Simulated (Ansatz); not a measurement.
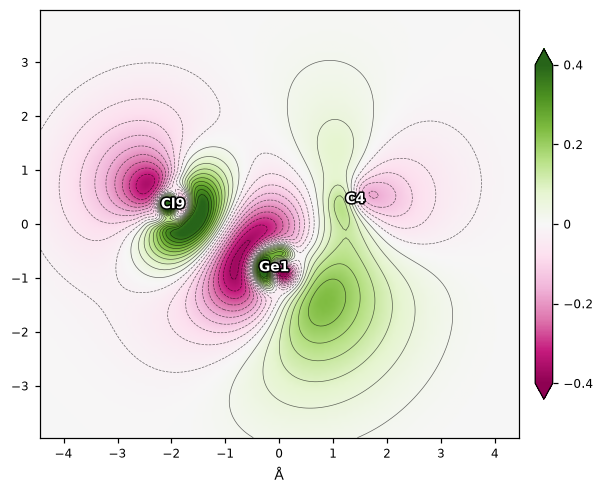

Figure. CH5ClGe···H2. The LUMO on the plane of atoms C4, Ge1 and Cl9 (values in Å⁻³ᐟ²; the overall sign is arbitrary).

Not at a stationary point (largest force 1.5 eV/Å).

The calculation used RKS PBE-D4/def2-mTZVP (Ansatz).

The calculation's input:

```
crystal:
  periodic: [false, false, false]
  atoms:
    - { symbol: Ge, position_ang: [0.0, 0.0, 0.0] }
    - { symbol: H, position_ang: [0.0, 0.0, 1.9] }
    - { symbol: H, position_ang: [1.4616, 0.0, -0.5162] }
    - { symbol: C, position_ang: [-0.9232, 1.5994, -0.6527] }
    - { symbol: H, position_ang: [-1.9758, 1.3458, -0.8971] }
    - { symbol: H, position_ang: [-0.9048, 2.384, 0.1322] }
    - { symbol: H, position_ang: [-0.4128, 1.976, -1.5636] }
    - { symbol: H, position_ang: [-0.73, -1.2648, -0.5162] }
    - { symbol: Cl, position_ang: [1.3153, -1.9973, 0.7946] }
    - { symbol: H, position_ang: [0.5391, -0.8187, 1.9424] }
basis:
  gaussian: { orbitals: def2-mTZVP }
hamiltonian:
  xc: pbe
  dispersion: d4
relax:
  f_tol: 0.15
  max_steps: 25
  restrain:
    - { distance: [0, 8], at: 2.22, k: 30.0 }
    - { distance: [9, 1], at: 0.66, k: 30.0 }
    - { distance: [0, 1], at: 2.75, k: 30.0 }
    - { distance: [9, 8], at: 2.57, k: 30.0 }
output:
  orbitals: {}
```

Launched as:

```sh
ansatz run input.yaml --threads 2 --pin off --max-ram 3072MiB --backend cpu --events-out ev --progress --plain --runs-dir out
```

The fields are those of the run's last geometry, not of the input's.

Question: Describe this orbital and give its energy.

Answer: By Hirshfeld shares it lies mainly on Ge1 (about 45 %), Cl9 (about 30 %) and H8 (about 5 %). Its energy is −1.06 eV.
